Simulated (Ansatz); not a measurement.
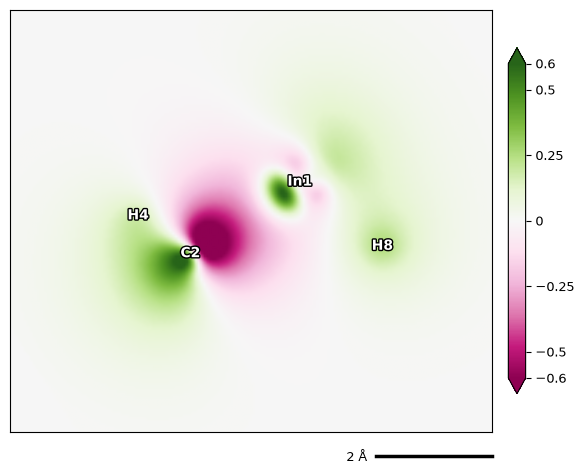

CH₆In (charge −1). The HOMO on the plane of atoms In1, C2 and H4 (values in Å⁻³ᐟ²; the overall sign is arbitrary).

Geometry: PBE-D4/def2-TZVPD; core potentials replace the inner electrons of In.

All numbers below come from RKS PBE0-D4/def2-TZVPD (Ansatz 0.2.0).

| atom | x (Å) | y (Å) | z (Å) |
| --- | --- | --- | --- |
| In | -0.0015 | 0.0036 | -1.0501 |
| C | 0.0017 | -0.0041 | 1.1963 |
| H | -1.0273 | 0.0421 | 1.5897 |
| H | 0.5583 | 0.8625 | 1.5902 |
| H | 0.4759 | -0.9208 | 1.5843 |
| H | 1.6991 | -0.0211 | -1.6393 |
| H | -0.8299 | 1.4924 | -1.6307 |
| H | -0.8762 | -1.4545 | -1.6405 |

Q: Describe this orbital and give its energy.

A: Its weight (Hirshfeld) is mainly on C2 (about 45 %) and In1 (about 25 %). Its energy is −2.07 eV.
